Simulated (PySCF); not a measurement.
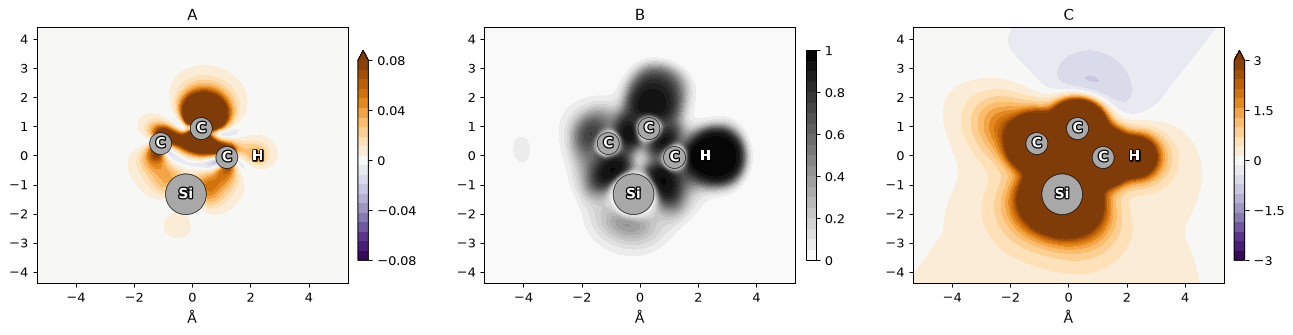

C₃H₇Si₂ (doublet): 3 fields on the plane of atoms C3, C4 and Si5, with unlabelled colour scales. Grey discs cover the atomic cores.

Geometry: GFN2-xTB.

Theory: UKS B3LYP, pcH-1 on C H Si, non-relativistic, mean-field spin-orbit, GIAO in PySCF.

Q: The panels show electron localisation function, electrostatic potential and spin density in some order. Assign them.

A: Panel A: spin density (confined to the atoms that carry the unpaired spin). Panel B: electron localisation function. Panel C: electrostatic potential (strongly positive close to the atoms, with negative regions outside electron-rich atoms). From the grid: C–C (1.33 Å): the ELF peaks at about 0.90 between the atoms: a multiple bond. C–Si (1.89 Å): the ELF peaks at about 0.90 between the atoms: a shared electron pair.
